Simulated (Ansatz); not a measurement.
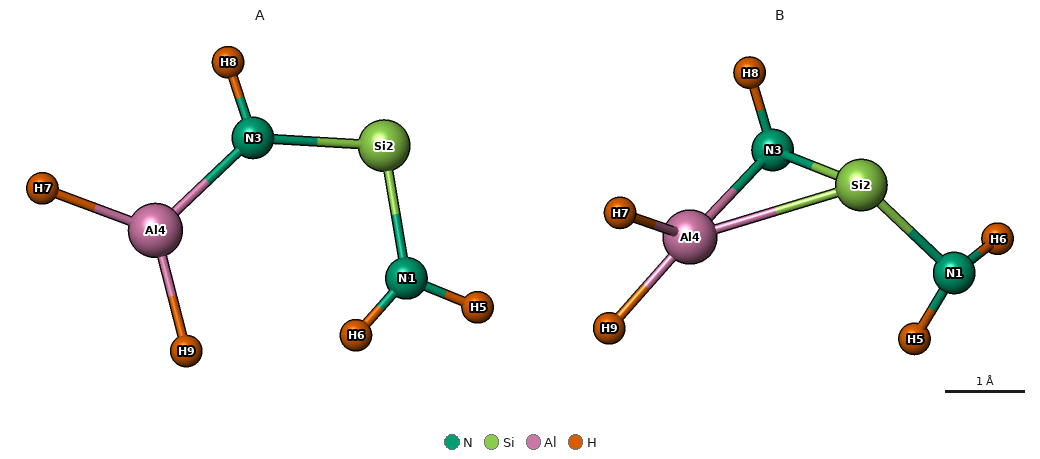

Two geometries of AlSiN2H5, drawn at one scale. One is the start of a relaxation, the other its converged end. The picture is a ball-and-stick view, seen at a tilt.

Theory: Ansatz, RKS PBE0/6-31G*. (no spin polarisation; force threshold 0.02 eV/Å; at most 50 steps)

Which one is relaxed?

Answer. Structure A is the relaxed one. The run prepares an end point of a later path (hydrogen shift) calculation, from a guessed geometry. The energy falls by 95.6 kcal/mol in 21 geometry steps. The largest force component goes from 3 to 0.0099 eV/Å. The atom that moves furthest after the best rigid fit is H6 (2.11 Å). By element the largest moves are H 2.11 Å, Si 1.30 Å, N 0.82 Å, Al 0.25 Å. Near-neighbour distances that change, for instance: Si2–Al4 2.293 → 3.292 Å, N3–Al4 1.948 → 1.801 Å, N1–H5 1.091 → 1.011 Å, N1–H6 1.083 → 1.014 Å. Bonds break, among them: Si2–Al4 (2.29 → 3.29 Å). Among the angles between lasting bonds that change: Si2–N3–Al4 74.9° → 135.3°, H7–Al4–H9 73.5° → 122.8°, N3–Al4–H9 145.5° → 118.5°.
